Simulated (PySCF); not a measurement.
**Sm2N2: forces at shaken geometries**

How stiff is Sm2N2? Its atoms are displaced at random by several amounts. It is a constructed species; whether it can be made isn't addressed.

The runs use PySCF 2.14.0; TPSS, Sm lcecp-1-SVP with ECP51, N def2-SVP; scalar-relativistic core potentials, no spin–orbit coupling.

3 further runs of the same task are left out: 2 for a known fault of the program, 1 that didn't finish.

## Step 1: The system as given

4 atoms, charge 0, spin multiplicity 1.

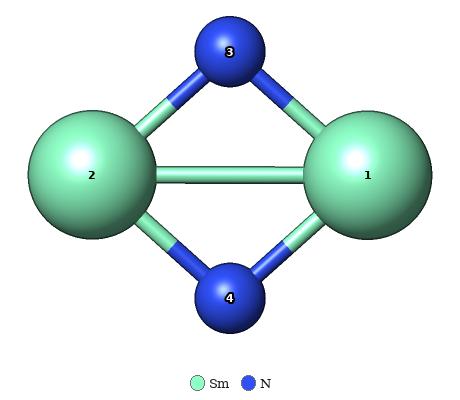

The geometry (samarium green, nitrogen blue); atoms are numbered from 1 in the order of the file.

As a file:

| atom | x (Å) | y (Å) | z (Å) |
| --- | --- | --- | --- |
| Sm1 | 0.0000 | 0.0000 | 1.5603 |
| Sm2 | 0.0000 | 0.0000 | -1.5603 |
| N3 | 1.4028 | 0.0000 | 0.0000 |
| N4 | -1.4028 | 0.0000 | 0.0000 |

Formal oxidation states: Sm +3. Each metal's 5 4f electrons lie in its core potential, so multiplicities, spins and levels count the valence alone. An earlier session relaxed this geometry at TPSS, Sm lcecp-1-SVP with ECP51, N def2-SVP (singlet, point group D2h).

Its energy there is -178.894133 Eh.

## Step 2: Atoms moved at random, σ = 0.1 Å

File run.py (the lines that set the calculation):

```python
mol = gto.M(atom='''
Sm     0.09105    -0.05410     1.55901
Sm    -0.04248    -0.01829    -1.59285
N      1.38547     0.02443     0.05548
N     -1.43404     0.04796    -0.02165''',
    basis={'Sm': 'lcecp-1-SVP', 'N': 'def2-SVP'},
    ecp={'Sm': 'lcecp-1-SVP'},
    charge=0, spin=0)
mf = dft.RKS(mol, xc='TPSS')
mf.grids.atom_grid = (50, 194)  # f atoms: unpruned, at least (60, 302)
mf = mf.density_fit()  # fitting sets: Sm AutoAux, N def2-universal-JKFIT
mf.conv_tol = 1e-08; mf.max_cycle = 55
mf.kernel(dm0)  # dm0: the density of the relaxed state
```

On the command line:

```console
> OMP_NUM_THREADS=2 python run.py
```

Log:

```text
init E= -178.871509358768
  HOMO = -0.131198799130531  LUMO = -0.0765770562533736  gap/eV = 1.48633
cycle= 1 E= -178.884792560523  delta_E= -0.0133  |g|= 0.105  |ddm|= 0.473
  HOMO = -0.0979914814383241  LUMO = -0.0698623518316185  gap/eV = 0.76543
cycle= 2 E= -178.809525517673  delta_E= 0.0753  |g|= 0.541  |ddm|= 0.643
  HOMO = -0.119185133100252  LUMO = -0.0699594390791572  gap/eV = 1.33950
cycle= 3 E= -178.887075211848  delta_E= -0.0775  |g|= 0.0594  |ddm|= 0.528
  HOMO = -0.120351435938111  LUMO = -0.0702725287710899  gap/eV = 1.36272
cycle= 4 E= -178.887389500563  delta_E= -0.000314  |g|= 0.0487  |ddm|= 0.0969
  HOMO = -0.119518454542414  LUMO = -0.0703947497632047  gap/eV = 1.33672
cycle= 5 E= -178.887999395917  delta_E= -0.00061  |g|= 0.0102  |ddm|= 0.0474
  HOMO = -0.119871013097557  LUMO = -0.070458775839591  gap/eV = 1.34458
cycle= 6 E= -178.888010149011  delta_E= -1.08e-05  |g|= 0.00655  |ddm|= 0.0197
  HOMO = -0.119753938517466  LUMO = -0.0703430649394592  gap/eV = 1.34454
cycle= 7 E= -178.888027762035  delta_E= -1.76e-05  |g|= 0.00111  |ddm|= 0.0113
  HOMO = -0.119829960118464  LUMO = -0.0703736779327073  gap/eV = 1.34577
cycle= 8 E= -178.888028083686  delta_E= -3.22e-07  |g|= 0.00032  |ddm|= 0.00142
  HOMO = -0.119842746031426  LUMO = -0.0703721455635011  gap/eV = 1.34616
cycle= 9 E= -178.888028114277  delta_E= -3.06e-08  |g|= 3.58e-05  |ddm|= 0.000362
  HOMO = -0.119846947015948  LUMO = -0.0703738447010348  gap/eV = 1.34623
cycle= 10 E= -178.888028114613  delta_E= -3.36e-10  |g|= 9.26e-06  |ddm|= 5.84e-05
  HOMO = -0.119844835430842  LUMO = -0.0703735125967647  gap/eV = 1.34618
Extra cycle  E= -178.888028114408  delta_E= 2.05e-10  |g|= 2.81e-05  |ddm|= 4.44e-05
converged SCF energy = -178.888028114408
```

It took 8.4 s on 2 threads of Arm Neoverse V1, shared host.

It gives: E = -178.888028 Eh (+0.166 eV from the relaxed state), HOMO -3.26 eV, LUMO -1.91 eV, Mulliken charge on Sm1 +0.51 e, largest force component 1.733 eV/Å. 

| atom | Fx | Fy | Fz (eV/Å) |
| --- | --- | --- | --- |
| Sm1 | -1.526 | 0.139 | 0.572 |
| Sm2 | -0.056 | 0.200 | 1.243 |
| N3 | 0.696 | -0.123 | -1.733 |
| N4 | 0.886 | -0.217 | -0.082 |

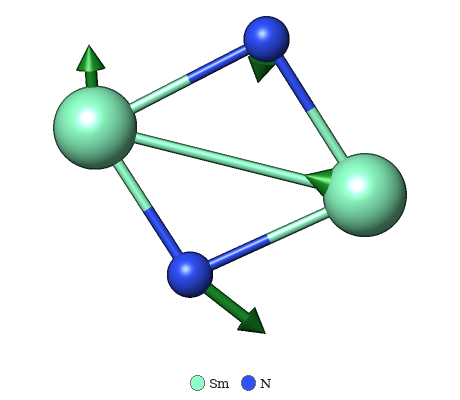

Forces as arrows, the longest for the largest force.

## Step 3: Atoms moved at random, σ = 0.1 Å

run.py (the lines that set the calculation), as its differences from that of step 2:

```diff
@@ -1,6 +1,6 @@
 mol = gto.M(atom='''
-Sm     0.09105    -0.05410     1.55901
-Sm    -0.04248    -0.01829    -1.59285
-N      1.38547     0.02443     0.05548
-N     -1.43404     0.04796    -0.02165''',
+Sm     0.04081    -0.11663     1.73570
+Sm    -0.01724     0.07381    -1.63271
+N      1.38629    -0.00203     0.03789
+N     -1.40986     0.04485    -0.14088''',
     basis={'Sm': 'lcecp-1-SVP', 'N': 'def2-SVP'},
```

On the command line:

```console
> OMP_NUM_THREADS=2 python run.py
```

Log:

```text
init E= -178.783586789905
  HOMO = -0.138420903582183  LUMO = -0.0926523664235709  gap/eV = 1.24543
cycle= 1 E= -178.847611927076  delta_E= -0.064  |g|= 0.267  |ddm|= 0.665
  HOMO = -0.0705306551077094  LUMO = -0.0523178797483634  gap/eV = 0.49559
cycle= 2 E= -177.203884105641  delta_E= 1.64  |g|= 2.19  |ddm|= 2.93
  HOMO = -0.10665986143914  LUMO = -0.0745448995912168  gap/eV = 0.87389
cycle= 3 E= -178.856052284208  delta_E= -1.65  |g|= 0.175  |ddm|= 2.84
  HOMO = -0.10899741018847  LUMO = -0.0813120386976784  gap/eV = 0.75336
cycle= 4 E= -178.855920601497  delta_E= 0.000132  |g|= 0.184  |ddm|= 0.516
  HOMO = -0.105199373046472  LUMO = -0.0769689050790782  gap/eV = 0.76819
cycle= 5 E= -178.865117037921  delta_E= -0.0092  |g|= 0.105  |ddm|= 0.247
  HOMO = -0.105266318671301  LUMO = -0.0754540626623798  gap/eV = 0.81123
cycle= 6 E= -178.867991967013  delta_E= -0.00287  |g|= 0.0324  |ddm|= 0.116
  HOMO = -0.106300406930648  LUMO = -0.0758918265471023  gap/eV = 0.82746
cycle= 7 E= -178.868249488404  delta_E= -0.000258  |g|= 0.00956  |ddm|= 0.0276
  HOMO = -0.107064648166378  LUMO = -0.0760131757611597  gap/eV = 0.84495
cycle= 8 E= -178.868277623814  delta_E= -2.81e-05  |g|= 0.0024  |ddm|= 0.0122
  HOMO = -0.107081232274465  LUMO = -0.075951992313327  gap/eV = 0.84707
cycle= 9 E= -178.868279179505  delta_E= -1.56e-06  |g|= 0.000347  |ddm|= 0.00308
  HOMO = -0.107093410073277  LUMO = -0.075967846405806  gap/eV = 0.84697
cycle= 10 E= -178.868279217238  delta_E= -3.77e-08  |g|= 6.04e-05  |ddm|= 0.000604
  HOMO = -0.107097887311405  LUMO = -0.0759707186971382  gap/eV = 0.84701
cycle= 11 E= -178.868279218184  delta_E= -9.46e-10  |g|= 1.05e-05  |ddm|= 9.66e-05
  HOMO = -0.107096650087838  LUMO = -0.0759691845169847  gap/eV = 0.84702
Extra cycle  E= -178.868279217952  delta_E= 2.32e-10  |g|= 2.79e-05  |ddm|= 5.21e-05
converged SCF energy = -178.868279217952
```

It took 8.7 s on 2 threads of Arm Neoverse V1, shared host.

Result: E = -178.868279 Eh (+0.704 eV from the relaxed state), HOMO -2.91 eV, LUMO -2.07 eV, Mulliken charge on Sm1 +0.56 e, largest force component 4.702 eV/Å. The gap is small, and the closed shell wasn't tested for a lower spin-broken solution.

| atom | Fx | Fy | Fz (eV/Å) |
| --- | --- | --- | --- |
| Sm1 | -0.163 | 0.411 | -4.702 |
| Sm2 | 0.477 | -0.006 | 1.557 |
| N3 | -0.768 | -0.182 | 1.249 |
| N4 | 0.455 | -0.222 | 1.895 |

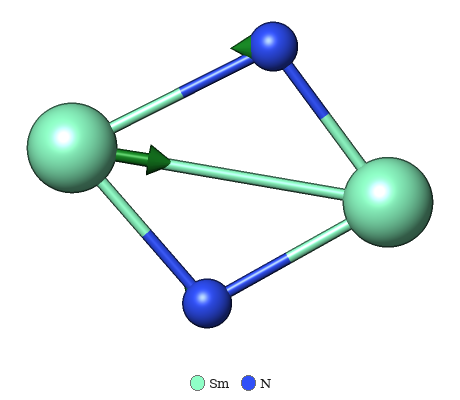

Forces as arrows, the longest for the largest force.

## Step 4: Atoms moved at random, σ = 0.06 Å

run.py (the lines that set the calculation), as its differences from that of step 3:

```diff
@@ -1,6 +1,6 @@
 mol = gto.M(atom='''
-Sm     0.04081    -0.11663     1.73570
-Sm    -0.01724     0.07381    -1.63271
-N      1.38629    -0.00203     0.03789
-N     -1.40986     0.04485    -0.14088''',
+Sm     0.01711    -0.10744     1.61844
+Sm    -0.03186     0.02753    -1.47681
+N      1.44545     0.03296    -0.11025
+N     -1.43070     0.04694    -0.03139''',
     basis={'Sm': 'lcecp-1-SVP', 'N': 'def2-SVP'},
```

On the command line:

```console
> OMP_NUM_THREADS=2 python run.py
```

Log:

```text
init E= -178.868986011526
  HOMO = -0.147019185410688  LUMO = -0.0853458876490052  gap/eV = 1.67822
cycle= 1 E= -178.868838049558  delta_E= 0.000148  |g|= 0.16  |ddm|= 0.541
  HOMO = -0.0886513378799766  LUMO = -0.0784266945685192  gap/eV = 0.27823
cycle= 2 E= -178.616425646158  delta_E= 0.252  |g|= 0.965  |ddm|= 1.23
  HOMO = -0.124609620060139  LUMO = -0.0743369276267316  gap/eV = 1.36799
cycle= 3 E= -178.874831140733  delta_E= -0.258  |g|= 0.0836  |ddm|= 1.02
  HOMO = -0.126541062890409  LUMO = -0.0744408491527615  gap/eV = 1.41772
cycle= 4 E= -178.874092000329  delta_E= 0.000739  |g|= 0.102  |ddm|= 0.17
  HOMO = -0.126518154392172  LUMO = -0.0753327321885138  gap/eV = 1.39283
cycle= 5 E= -178.876545598408  delta_E= -0.00245  |g|= 0.0287  |ddm|= 0.102
  HOMO = -0.127090275201687  LUMO = -0.0754605186855208  gap/eV = 1.40492
cycle= 6 E= -178.876711255345  delta_E= -0.000166  |g|= 0.0101  |ddm|= 0.0311
  HOMO = -0.126889726723893  LUMO = -0.0750530986285582  gap/eV = 1.41055
cycle= 7 E= -178.876753509756  delta_E= -4.23e-05  |g|= 0.00267  |ddm|= 0.0178
  HOMO = -0.127066886108446  LUMO = -0.0750957999714892  gap/eV = 1.41421
cycle= 8 E= -178.876755417541  delta_E= -1.91e-06  |g|= 0.00057  |ddm|= 0.00263
  HOMO = -0.127101289595193  LUMO = -0.0750875001178812  gap/eV = 1.41537
cycle= 9 E= -178.876755524681  delta_E= -1.07e-07  |g|= 7.87e-05  |ddm|= 0.000805
  HOMO = -0.127105452852557  LUMO = -0.0750914330437453  gap/eV = 1.41537
cycle= 10 E= -178.876755526642  delta_E= -1.96e-09  |g|= 1.74e-05  |ddm|= 0.000126
  HOMO = -0.127101907238656  LUMO = -0.0750921682828576  gap/eV = 1.41526
Extra cycle  E= -178.876755525737  delta_E= 9.05e-10  |g|= 5.51e-05  |ddm|= 9.75e-05
converged SCF energy = -178.876755525737
```

Run time: 8.4 s. Hardware: 2 threads of Arm Neoverse V1, shared host.

It gives: E = -178.876756 Eh (+0.473 eV from the relaxed state), HOMO -3.46 eV, LUMO -2.04 eV, Mulliken charge on Sm1 +0.56 e, largest force component 3.561 eV/Å. 

| atom | Fx | Fy | Fz (eV/Å) |
| --- | --- | --- | --- |
| Sm1 | 0.143 | 0.381 | -2.411 |
| Sm2 | 0.043 | 0.168 | -3.561 |
| N3 | -0.189 | -0.282 | 3.005 |
| N4 | 0.002 | -0.267 | 2.967 |

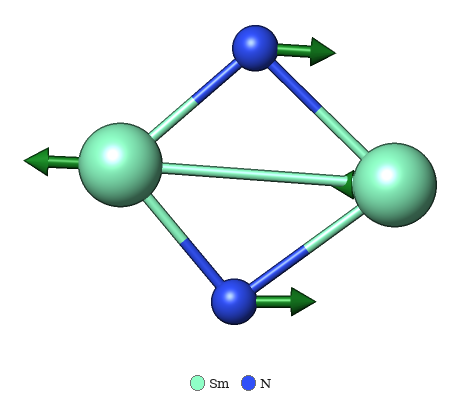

Forces as arrows, the longest for the largest force.

## Step 5: Results

| σ (Å) | energy rise (eV) | harmonic estimate −½ F·u (eV) | largest force component (eV/Å) |
| --- | --- | --- | --- |
| 0.1 | 0.166 | 0.168 | 1.73 |
| 0.1 | 0.704 | 0.610 | 4.70 |
| 0.06 | 0.473 | 0.464 | 3.56 |

Every displacement raises the energy. For a harmonic well the rise equals −½ F·u; the two differ by at most 13 % here (a move with σ = 0.1 Å), from anharmonicity, the grid and the small forces left at the relaxed point. The bases are small and lack diffuse functions. Spin–orbit coupling is left out.
